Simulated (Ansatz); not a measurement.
# CH4ClGa (SMILES [CH3][GaH][Cl]) at B3LYP/6-31G(d) (Cartesian functions)

What is the vertical ionisation energy of CH4ClGa at B3LYP/6-31G* (Cartesian functions)? 

Program for the calculation: Ansatz 0.2.0.

62 further runs of the same task are left out: 62 set aside as unsound or not needed. Runs told in other sessions of the task aren't counted.

### 1 Starting point

The species is CH4ClGa (7 atoms), meant as a singlet with charge 0. As SMILES, `[CH3][GaH][Cl]`. The coordinates come from a PBE0-D4/def2-TZVP relaxation.

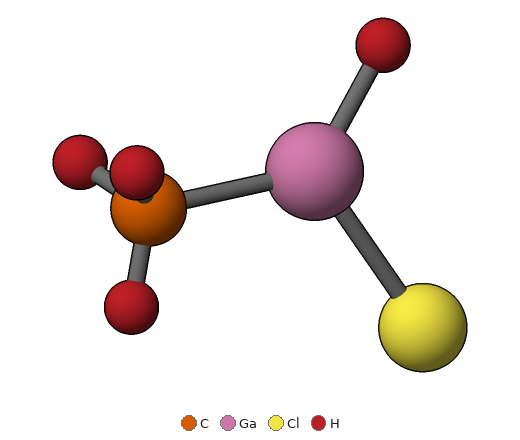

Viewed from a chosen angle; carbon orange, gallium pink, chlorine yellow, hydrogen red.

### 2 A single-point energy at B3LYP/6-31G(d) (Cartesian functions)

input.yaml

```yaml
crystal:
  periodic: [false, false, false]
  atoms:
    - {symbol: C, position_ang: [-0.730500, 0.588300, -0.200700]}
    - {symbol: Ga, position_ang: [0.846300, -0.538100, 0.035700]}
    - {symbol: Cl, position_ang: [0.865000, -1.794800, 1.792800]}
    - {symbol: H, position_ang: [-0.435900, 1.637200, -0.283800]}
    - {symbol: H, position_ang: [-1.418300, 0.473600, 0.636300]}
    - {symbol: H, position_ang: [-1.245900, 0.318700, -1.126000]}
    - {symbol: H, position_ang: [2.119300, -0.684800, -0.854300]}
basis:
  gaussian: {orbitals: "6-31G*"}
output: {orbitals: {seedname: orbitals}}
accuracy: high
hamiltonian: {xc: {name: B3LYP}}
```

On the command line:

```console
$ ansatz run input.yaml --threads 1 --pin off --max-ram 3480MiB --events-out events.jsonl --progress --plain --runs-dir runs
```

Log:

```text
Warning: RAYON_NUM_THREADS=1 ignored (pool sized by the plan → 1); use --threads N
Functional definition: B3LYP
  name "B3LYP"
  parameter a0 = 0.2
  parameter ax = 0.72
  parameter ac = 0.81
  exchange = (1 - a0 - ax)*slater_x + ax*b88_x + a0*exact_x
  correlation = (1 - ac)*vwn_rpa_c + ac*lyp_c
1589 factors; integrals over basis functions are off by at most 4.7e-9 eV
mean field evaluation 1: about -65992.9026 eV, gradient 5.0e1 eV
mean field evaluation 2: about -65988.7428 eV, gradient 6.4e1 eV
mean field evaluation 4: about -65998.2280 eV, gradient 2.2e0 eV
mean field evaluation 8: about -65998.3036 eV, gradient 1.4e-1 eV
mean field evaluation 16: about -65998.3037 eV, gradient 9.1e-6 eV
mean field -65998.30370049 eV, -2425.3929257359 hartree, gradient 3.5e-8 eV, S^2 0.000000; 0 other end points of the search recorded, 0 dependent functions left out
reference -65998.30374088 eV, -2425.3929272202 hartree; 29, 29 occupied and 48, 48 virtual orbitals, 1589 factors
Total energy: -65998.30374088 eV, -2425.3929272202 hartree
```

Run time: 3.6 s. Hardware: 1 thread of Intel Xeon 6975P-C (Granite Rapids), shared host; peak memory 0.27 GiB.

### 3 The doublet cation at the same level

run.yaml

```yaml
crystal:
  periodic: [false, false, false]
  atoms:
    - symbol: C
      position_ang: [-0.730500, 0.588300, -0.200700]
    - symbol: Ga
      position_ang: [0.846300, -0.538100, 0.035700]
    - symbol: Cl
      position_ang: [0.865000, -1.794800, 1.792800]
    - symbol: H
      position_ang: [-0.435900, 1.637200, -0.283800]
    - symbol: H
      position_ang: [-1.418300, 0.473600, 0.636300]
    - symbol: H
      position_ang: [-1.245900, 0.318700, -1.126000]
    - symbol: H
      position_ang: [2.119300, -0.684800, -0.854300]
basis:
  gaussian:
    orbitals: "6-31G*"
total_charge: 1
magnetization:
  spin_polarized: true
  initial_magnetization: 1
hamiltonian:
  xc: {name: B3LYP}
accuracy: high
output: {orbitals: {seedname: orbitals}}
```

On the command line:

```console
$ ansatz run run.yaml --threads 1 --pin off --max-ram 3480MiB --events-out events.jsonl --progress --plain --runs-dir runs
```

Log, cut to the lines that bear on the results:

```text
Warning: RAYON_NUM_THREADS=1 ignored (pool sized by the plan → 1); use --threads N
[... 7 set-up lines as earlier in the session ...]
1588 factors; integrals over basis functions are off by at most 4.7e-9 eV
mean field evaluation 1: about -65975.9495 eV, gradient 4.8e1 eV
mean field evaluation 2: about -65954.4824 eV, gradient 7.3e1 eV
mean field evaluation 4: about -65987.7311 eV, gradient 7.2e0 eV
mean field evaluation 8: about -65988.1187 eV, gradient 6.1e-1 eV
mean field evaluation 16: about -65988.1250 eV, gradient 1.1e-3 eV
mean field evaluation 32: about -65988.1250 eV, gradient 9.4e-8 eV
mean field -65988.12502786 eV, -2425.0188664162 hartree, gradient 9.4e-8 eV, S^2 0.757933; 2 other end points of the search recorded, 0 dependent functions left out
reference -65988.12506690 eV, -2425.0188678509 hartree; 29, 28 occupied and 48, 49 virtual orbitals, 1588 factors
Total energy: -65988.12506690 eV, -2425.0188678509 hartree
```

Run time: 7.5 s. Hardware: 1 thread of Intel Xeon 6975P-C (Granite Rapids), shared host; peak memory 0.39 GiB.

### 4 What came out

At B3LYP/6-31G* (Cartesian functions):

| quantity | value |
| --- | --- |
| singlet CH4ClGa: total energy | -2425.39293 Eh |
| singlet CH4ClGa: HOMO energy | -7.78 eV |
| singlet CH4ClGa: LUMO energy | -1.57 eV |
| singlet CH4ClGa: HOMO–LUMO gap | 6.21 eV |
| doublet cation: total energy | -2425.01887 Eh |
| doublet cation: HOMO energy (highest over α and β) | -14.80 eV |
| doublet cation: LUMO energy (lowest over α and β) | -12.57 eV |
| doublet cation: ⟨S²⟩ | 0.758 |
| vertical ionisation energy (to the doublet cation) | 10.179 eV |

In words: The vertical ionisation energy comes to 10.18 eV (982 kJ/mol). The negative HOMO energy of the first species, 7.78 eV, lies 2.40 eV below that difference.
